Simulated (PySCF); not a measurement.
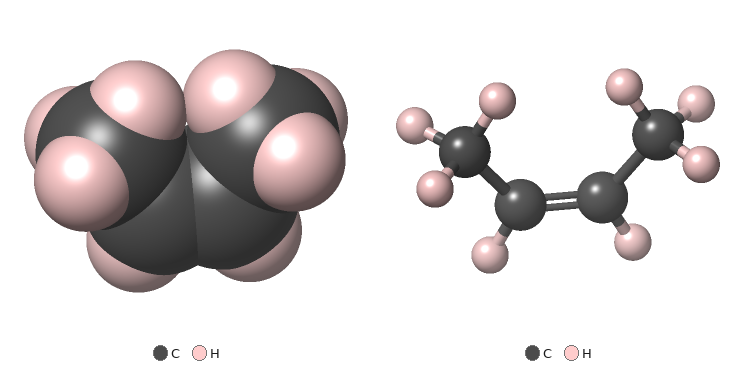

The same structure drawn twice, from different directions.

Computed geometry: PBE0-D3(BJ)/def2-TZVP optimisation. No frequency run is at hand to confirm it as a minimum.

Identify the structure.

It has 12 atoms: 4 carbon and 8 hydrogen (C₄H₈). As SMILES it reads `C/C=C\C`. It has no ring. Among its groups: alkene. Coordination: 2 C tetrahedral; 2 C trigonal planar.

More results for the same structure follow; atom numbers are the same in all pictures, views and colours differ.

Charges

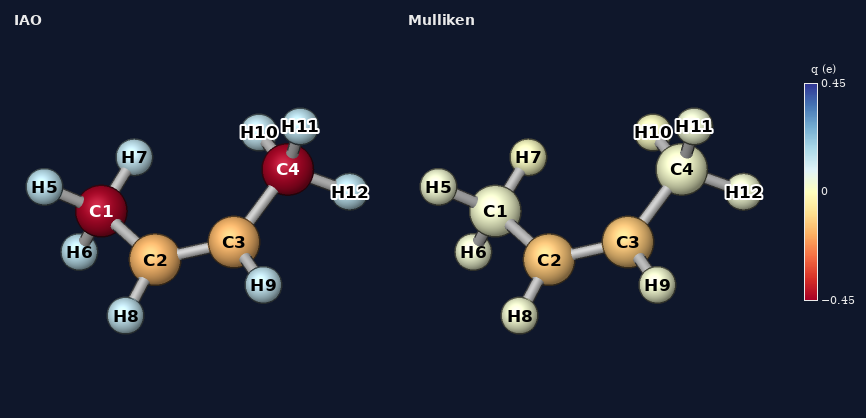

Atomic charges of one calculation by 2 schemes, on one colour scale. No frequency run is at hand to confirm it as a minimum. Computed with PBE0/pcSseg-2 (PySCF 2.14.0).

**Which scheme gives the most polar picture (largest mean size of the charges)?**

The IAO charges are the largest in size here.

**On which atom do the schemes disagree most?**

On C1 (from −0.44 to 0.03 e); C4 (from −0.44 to 0.02 e).

List the charges (e), one line for each set of equivalent atoms. Atoms whose distances differ by more than 0.02 Å in this geometry are listed apart.

```tsv
atom	IAO	Mulliken
C1	−0.44	0.03
C2	−0.16	−0.13
C3	−0.16	−0.13
C4	−0.44	0.02
H5	0.15	0.03
H6	0.15	0.03
H7	0.14	0.01
H8	0.14	0.03
H9	0.14	0.03
H10	0.14	0.01
H11	0.15	0.04
H12	0.15	0.03
```

Electronic properties

No frequency run is at hand to confirm it as a minimum. Properties computed with CAM-B3LYP/aug-cc-pVTZ, gas phase (PySCF 2.14.0). Excitations: vertical, linear response.

What does the calculation give?

- dipole moment: 0.26 D
- HOMO energy (Kohn–Sham orbital): −8.23 eV
- LUMO energy (Kohn–Sham orbital): 0.28 eV
- HOMO–LUMO gap: 8.51 eV
- mean static polarisability: 52.7 bohr³
- lowest vertical singlet excitation: 6.01 eV
- its oscillator strength: 0.005
- brightest of the 10 lowest singlets: 7.28 eV
- its oscillator strength: 0.48

NMR shielding

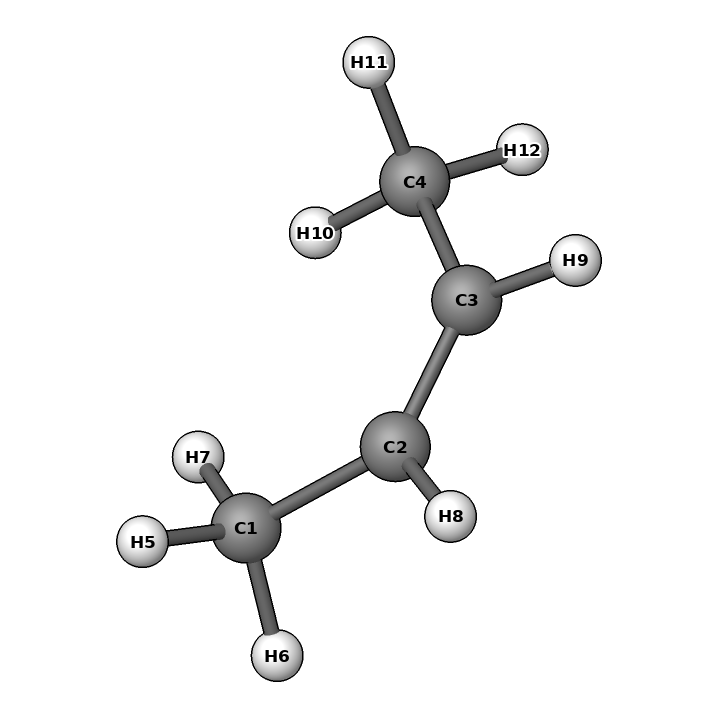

The questions are on isotropic NMR shieldings of the C atoms. No frequency run is at hand to confirm it as a minimum. Properties computed with GIAO PBE0/pcSseg-2 NMR shielding, non-relativistic, gas phase (PySCF 2.14.0).

Give the isotropic NMR shieldings of the C atoms atom by atom.

```json
{"atom": "C1", "σ (ppm)": "171.1"}
{"atom": "C2", "σ (ppm)": "49.2"}
{"atom": "C3", "σ (ppm)": "49.4"}
{"atom": "C4", "σ (ppm)": "171.2"}
```

Mulliken values depend strongly on the basis set and can even reverse the polarity of a bond.
